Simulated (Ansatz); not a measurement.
# Phonons of BaPbO3 (Pm-3m) against volume, part 2 of 2

Aim: how the phonons of BaPbO3 (Pm-3m) shift with volume, and the thermal expansion that follows.

Ansatz 0.2.0; DFT PBEsol, scalar-relativistic, plane waves, PAW; PAW set soft_1.

So far, highest frequency on the path or at a solved wavevector (cm⁻¹): step 2 (response at finite wavevector) 660.

## Step 4: Phonons at the other volume, volume ratio 0.97

The phonons are repeated at this volume on the same k and q meshes.

input.yaml

```yaml
crystal:
  lattice:
    - [4.2378224166, 0.0, 0.0]
    - [0.0, 4.2378224166, 0.0]
    - [0.0, 0.0, 4.2378224166]
  atoms:
    - { symbol: Ba, position: [0.5, 0.5, 0.5] }
    - { symbol: Pb, position: [0.0, 0.0, 0.0] }
    - { symbol: O, position: [0.0, 0.5, 0.0] }
    - { symbol: O, position: [0.0, 0.0, 0.5] }
    - { symbol: O, position: [0.5, 0.0, 0.0] }
kpoints:
  mp_grid: { grid: [8, 8, 8] }
hamiltonian:
  xc: pbesol
  pseudopotentials: { kind: paw, azcp: { folder: soft_1 }, xc_functional: pbe }
scf:
  occupations: { method: methfessel_paxton, width: 0.2 }
output:
  eigenvalues: true
phonons:
  method: dfpt
  qmesh: [4, 4, 4]
  temperatures: { t_max: 1000, t_step: 50 }
  qpath:
    path:
      - [[0.0, 0.0, 0.0], [0.0, 0.5, 0.0], [0.5, 0.5, 0.0], [0.0, 0.0, 0.0], [0.5, 0.5, 0.5], [0.0, 0.5, 0.0]]
      - [[0.5, 0.5, 0.5], [0.5, 0.5, 0.0]]
    npoints: 10
```

On the command line:

```bash
$ ansatz run input.yaml --threads 4 --pin off --max-ram 10240MiB --backend cpu --events-out ev --progress --plain --runs-dir out
```

Numbers of over 12 decimals in the logs are rounded to 6 here.

The log of the run:

```text
[...]
Crystal: 5 atoms, lattice volume = 76.108 Å³
Basis set: ecut = 420 eV, 1503 PW (Γ), exchange–correlation on 60×60×60 points (8 copies of the dense FFT grid, shifted against one another)
Bands: 26, of which v1, the nominal top of the filled ones, is band 21 counted from 1 (20 counted from 0)
Symmetry: 48 space group operations
k-points: 35 of 512
[...]
SCF iter   1: F=—  HF=-19304.868738 eV  |F-HF|=—  |Δ(HF+E_count)|=         —  Δρ=5.63e-2  dr2=3.49e0  ethr=3.10e-3  ⟨swp⟩=11.0  Hψ=6097  notcnv=0
[...]
SCF iter  11: F=-19303.471692 eV  HF=-19303.471692 eV  |F-HF|=3.64e-12  |Δ(HF+E_count)|=  1.09e-11  S|Δr|=    0.00e0  Δρ=3.49e-8  dr2=7.79e-13  ethr=1.00e-12  ⟨swp⟩=18.0  Hψ=6954  notcnv=0
SCF 1 converged in 11 iterations: F = -19303.471692 eV  dr2 = 7.79e-13
[...]
SCF iter   9: F=-19303.471692 eV  HF=-19303.471692 eV  |F-HF|=3.64e-12  |Δ(HF+E_count)|=  7.28e-12  S|Δr|=    0.00e0  Δρ=8.18e-8  dr2=2.22e-12  ethr=1.00e-12  ⟨swp⟩=1.4  Hψ=2055  notcnv=0
SCF 2 converged in 9 iterations: F = -19303.471692 eV  dr2 = 2.22e-12
[...]
NSCF: frozen V_eff on 35 k-points
[...]
SCF converged after 11 iterations
[...]
Free energy (F): -19303.471692 eV
[...]
Internal energy: -19303.482919 eV  (E = F + TS)
E sigma→0 (E₀):  -19303.474499 eV
Entropy (-TS):   0.011227 eV (2.245 meV/atom)
Fermi energy:    9.619052 eV
[...]
--- Band table (eV; the first three rows and the last of 35) ---
  k-point 0: bands = [... 17 lower, 8.5149, 8.5149, 8.9278, 8.9278, 8.9278, 14.2518, 14.2518, 16.1398, ... 1 higher]
  k-point 1: bands = [... 17 lower, 8.4864, 8.4864, 8.8935, 8.8935, 9.5327, 14.4829, 14.4907, 16.4370, ... 1 higher]
  k-point 2: bands = [... 17 lower, 8.4293, 8.4293, 8.8150, 8.8150, 10.9410, 15.0510, 15.1052, 16.7607, ... 1 higher]
  k-point 34: bands = [... 17 lower, 9.4771, 9.4771, 9.6561, 9.6561, 14.4456, 14.4456, 14.4456, 16.7094, ... 1 higher]
[...]
ASR residual: 2.084e-5 → 0.000e0 eV/Å²; symmetrization residual: 5.680e-7 eV/Å²
  ASR residual per site (eV/Å²): 1.41e-5 1.50e-6 2.08e-5 2.08e-5 2.08e-5
[...]
--- Phonons (arbitrary-q DFPT): 10 irreducible q on the 4×4×4 mesh ---
[...]
interpolated dispersion: 62 rows × 15 modes
[...]
```

The job ended after 11 min (4 threads of Arm Neoverse V2, shared host; peak memory 2.6 GiB).

This step gave:

| Quantity | Value |
| --- | --- |
| sum-rule residual before enforcement | 2.08e-5 eV/Å² |
| lowest frequency on the path | -165.0 cm⁻¹ |
| highest frequency on the path or at a solved wavevector | 698.7 cm⁻¹ |
| highest optical mode at the zone centre (no LO-TO term) | 605.2 cm⁻¹ |
| lowest optical zone-centre mode | 66.69 cm⁻¹ |
| lowest mode on the q mesh (acoustic modes at Γ apart) | -165.0 cm⁻¹ |

Frequencies (cm⁻¹) solved at each irreducible wavevector; negative means imaginary. Frequencies by wavevector, by row:

```
q in reciprocal lattice units  star  mode 1  mode 2  mode 3  mode 4  mode 13  mode 14  mode 15
                        0 0 0     1       0       0       0    66.7    605.2    605.2    605.2
                     0 0 0.25     6    45.2    45.2    74.3    74.3    608.8    608.8    633.3
                     0 0 -0.5     3    64.8    64.8    76.8    76.8    612.2    612.2    636.7
                  0 0.25 0.25    12   -73.8    52.3      59    83.4    542.7    612.5    674.7
                  0 0.25 -0.5    12  -103.6    63.9      67      76    509.4      616    676.8
                  0 -0.5 -0.5     3  -148.9    49.8    49.8    67.8    350.3    619.5    680.7
               0.25 0.25 0.25     8   -97.2   -49.8   -49.8    65.8    545.1    545.1    689.9
               0.25 0.25 -0.5    12  -122.8   -84.9   -61.1    72.5      493    547.8    692.6
               0.25 -0.5 -0.5     6  -157.7  -110.2  -110.2    74.8    356.4    533.5    695.1
               -0.5 -0.5 -0.5     1    -165    -165    -165      78    361.6    361.6    696.9
```

The highest optical mode at the zone centre (no LO-TO term) is 605.2 cm⁻¹, +40.8 cm⁻¹ against the base run.

## Step 5: Relaxing at another volume, volume ratio 1.03

The volume is scaled by 1.03 and held; symmetry leaves nothing to relax, so this is a single point. The modes can then be followed against volume.

input.yaml, the sections that differ from step 4:

```yaml
crystal:
  lattice:
    - [4.3234580629, 0.0, 0.0]
    - [0.0, 4.3234580629, 0.0]
    - [0.0, 0.0, 4.3234580629]
  atoms:
    - { symbol: Ba, position: [0.5, 0.5, 0.5] }
    - { symbol: Pb, position: [0.0, 0.0, 0.0] }
    - { symbol: O, position: [0.0, 0.5, 0.0] }
    - { symbol: O, position: [0.0, 0.0, 0.5] }
    - { symbol: O, position: [0.5, 0.0, 0.0] }
output:
  forces: true
  stress: true
  eigenvalues: true
# kpoints, hamiltonian, scf: as in step 4
# phonons: removed
```

The log of the run:

```text
[...]
Crystal: 5 atoms, lattice volume = 80.815 Å³
Basis set: ecut = 420 eV, 1575 PW (Γ), exchange–correlation on 60×60×60 points (8 copies of the dense FFT grid, shifted against one another)
Bands: 26, of which v1, the nominal top of the filled ones, is band 21 counted from 1 (20 counted from 0)
Symmetry: 48 space group operations
[...]
k-points: 35 of 512
[...]
k-point 0: bands = [... 17 lower, 7.8019, 7.8019, 8.1308, 8.1308, 8.1308, 13.3762, 13.3762, 14.8984, ... 1 higher]
  k-point 1: bands = [... 17 lower, 7.7731, 7.7731, 8.1003, 8.1003, 8.5020, 13.5873, 13.5962, 15.1792, ... 1 higher]
  k-point 2: bands = [... 17 lower, 7.7153, 7.7153, 8.0276, 8.0276, 9.7152, 14.1067, 14.1507, 15.7376, ... 1 higher]
  k-point 34: bands = [... 17 lower, 8.6554, 8.6755, 8.6755, 8.6755, 13.4113, 13.4113, 13.4113, 15.1426, ... 1 higher]
[key lines of the parts left out:]
SCF converged after 8 iterations
Free energy (F): -19303.475034 eV
Fermi energy:    8.705882 eV
P = ⅓ Tr σ = -3.0360 GPa (-30.360 kbar)
```

Elapsed: 1.5 s, on 4 threads; peak memory 0.4 GiB.

Numbers from this step:

* pressure: -3.036 GPa
* volume per atom: 16.16 Å³

The run ends at a pressure of -3.04 GPa.

## Step 6: Phonons at the other volume, volume ratio 1.03

The phonons are repeated at this volume on the same k and q meshes.

Changes to input.yaml since step 5:

```diff
@@ -19,4 +19,11 @@
 output:
-  forces: true
-  stress: true
   eigenvalues: true
+phonons:
+  method: dfpt
+  qmesh: [4, 4, 4]
+  temperatures: { t_max: 1000, t_step: 50 }
+  qpath:
+    path:
+      - [[0.0, 0.0, 0.0], [0.0, 0.5, 0.0], [0.5, 0.5, 0.0], [0.0, 0.0, 0.0], [0.5, 0.5, 0.5], [0.0, 0.5, 0.0]]
+      - [[0.5, 0.5, 0.5], [0.5, 0.5, 0.0]]
+    npoints: 10
```

The log of the run:

```text
[...]
Crystal: 5 atoms, lattice volume = 80.815 Å³
Basis set: ecut = 420 eV, 1575 PW (Γ), exchange–correlation on 60×60×60 points (8 copies of the dense FFT grid, shifted against one another)
Bands: 26, of which v1, the nominal top of the filled ones, is band 21 counted from 1 (20 counted from 0)
Symmetry: 48 space group operations
k-points: 35 of 512
[...]
k-point 34: bands = [... 17 lower, 8.6553, 8.6754, 8.6754, 8.6754, 13.4112, 13.4112, 13.4112, 15.1425, ... 1 higher]
[...]
ASR residual: 3.158e-5 → 0.000e0 eV/Å²; symmetrization residual: 1.797e-6 eV/Å²
  ASR residual per site (eV/Å²): 2.88e-6 1.60e-5 3.16e-5 3.16e-5 3.16e-5
[...]
--- Phonons (arbitrary-q DFPT): 10 irreducible q on the 4×4×4 mesh ---
[...]
interpolated dispersion: 62 rows × 15 modes
[...]
[key lines of the parts left out:]
SCF converged after 11 iterations
Free energy (F): -19303.475034 eV
Fermi energy:    8.705791 eV
```

It took 11 min on 4 threads; peak memory 2.7 GiB; 45 min of CPU time.

This step gave:

- sum-rule residual before enforcement: 3.16e-5 eV/Å²
- lowest frequency on the path: -160.9 cm⁻¹
- highest frequency on the path or at a solved wavevector: 622.5 cm⁻¹
- highest optical mode at the zone centre (no LO-TO term): 526.4 cm⁻¹
- lowest optical zone-centre mode: -14.15 cm⁻¹
- lowest mode on the q mesh (acoustic modes at Γ apart): -160.9 cm⁻¹

Frequencies (cm⁻¹) solved at each irreducible wavevector; negative means imaginary. Frequencies by wavevector, by row:

```
q in reciprocal lattice units  star  mode 1  mode 2  mode 3  mode 4  mode 13  mode 14  mode 15
                        0 0 0     1   -14.2   -14.2   -14.2       0    526.4    526.4    526.4
                     0 0 0.25     6    26.8    26.8    49.1    49.1    529.5    530.4    530.4
                     0 0 -0.5     3    38.1    38.1    67.5    67.5    534.5    534.5    550.9
                  0 0.25 0.25    12   -84.4     6.4    40.3    68.5    463.4    534.4    580.9
                  0 0.25 -0.5    12  -111.6    38.1      48    52.3    430.2    538.5      596
                  0 -0.5 -0.5     3  -150.1   -26.7   -26.7    53.5    284.4    542.5      605
               0.25 0.25 0.25     8  -100.2   -70.5   -70.5    47.4    465.7    465.7    605.9
               0.25 0.25 -0.5    12    -126   -98.9   -73.5    48.9    413.3    469.1    614.4
               0.25 -0.5 -0.5     6  -156.3    -116    -116    51.7    286.2    455.6    619.4
               -0.5 -0.5 -0.5     1  -160.9  -160.9  -160.9    51.9    289.7    289.7    621.6
```

The highest optical mode at the zone centre (no LO-TO term) is 526.4 cm⁻¹, -37.9 cm⁻¹ against the base run.

## Step 7: Grüneisen parameters

The Grüneisen parameter of a mode is minus the logarithmic change of its frequency with volume, −d ln ω / d ln V; weighted by heat capacity it gives the expansion.

Numbers from this step:

```
bulk modulus : 112.9 GPa
```

Phonon branches along the path, in cm⁻¹:

```
    point  branch 1  branch 2  branch 3  branch 4  branch 12  branch 13  branch 14  branch 15
        Γ         0         0         0        44        131        564        564        564
        X        52        52        72        72        282        572        572        591
        M      -150        28        28        61        293        310        580        642
        Γ         0         0         0        44        131        564        564        564
        R      -163      -163      -163        66        241        320        320        658
        X        52        52        72        72        282        572        572        591
jump to R      -163      -163      -163        66        241        320        320        658
        M      -150        28        28        61        293        310        580        642
```

The same for volume x 0.97:

```
point  branch 1  branch 2  branch 3  branch 4  branch 12  branch 13  branch 14  branch 15
    Γ         0         0         0        67        132        605        605        605
    X        65        65        77        77        294        612        612        637
    M      -149        50        50        68        302        350        620        681
    Γ         0         0         0        67        132        605        605        605
    R      -165      -165      -165        78        246        362        362        697
    X        65        65        77        77        294        612        612        637
    R      -165      -165      -165        78        246        362        362        697
    M      -149        50        50        68        302        350        620        681
```

The same for volume x 1.03:

```
point  branch 1  branch 2  branch 3  branch 4  branch 12  branch 13  branch 14  branch 15
    Γ       -14       -14       -14         0        130        526        526        526
    X        38        38        68        68        270        534        534        551
    M      -150       -27       -27        54        281        284        542        605
    Γ       -14       -14       -14         0        130        526        526        526
    R      -161      -161      -161        52        236        290        290        622
    X        38        38        68        68        270        534        534        551
    R      -161      -161      -161        52        236        290        290        622
    M      -150       -27       -27        54        281        284        542        605
```

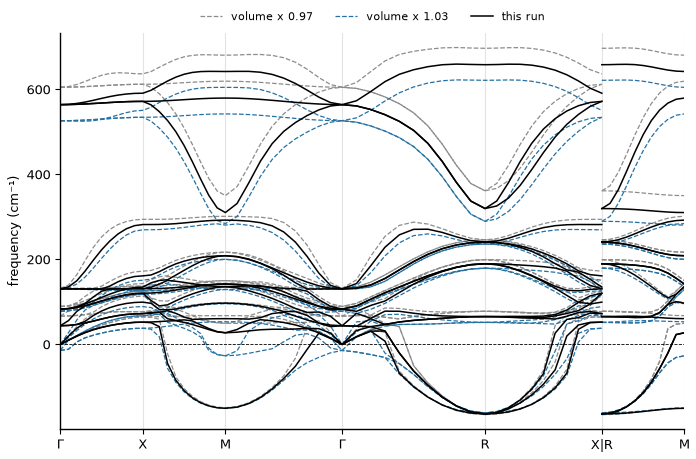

Phonon branches along the path; dashed: volume x 0.97 and volume x 1.03.

## Step 8: What came out

```
bulk modulus : 113 GPa
```

**Reading.** No expansion is given, because modes are imaginary at one volume or more. The highest optical mode at Γ goes from 605 to 526 cm⁻¹ as the cell grows, a Grüneisen parameter of 2.32. Branches are matched by rank, so values near crossings are rough. With no gap, or one that is small against the smearing, the frequencies hang on the k mesh and the smearing, most of all near Kohn anomalies. A semilocal functional can close a gap that the real compound would have, so the metallic treatment may be an artefact of the level. Spin-orbit coupling is left out, which can matter for the heavy elements here. The PAW files were made for PBE and serve the other functionals too. A phonon run warned that its eigensolver left some bands unconverged in a pass.

[Logs are printed without paths, hosts, clocks, repeated set-up lines and the standing remarks that a program may print on its own settings, such as how far it seeks lower states.]

[Hosts, paths, dates, database ids (printed as entryN), source tags and the programs' standing remarks are cut or masked in the printed files.]
